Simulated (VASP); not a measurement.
Band structure of NbN (rock salt). These are PBE GGA with D3 dispersion (zero damping), VASP's PBE PAW potentials (set 64) (plane waves; VASP) values and carry that method's errors.

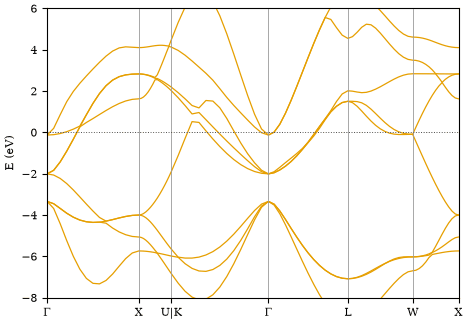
*Bands along high-symmetry lines, zero at the valence-band maximum or, without a gap, the Fermi level*

Question: Read the plot: is there a gap, and where are the band edges?

Answer: It has no gap at this level: it comes out as a metal or semimetal. (Edges off the drawn lines would not show.)

The compound is NbN in the rock salt structure, the cubic δ form, which competes with hexagonal ones. It was relaxed first.
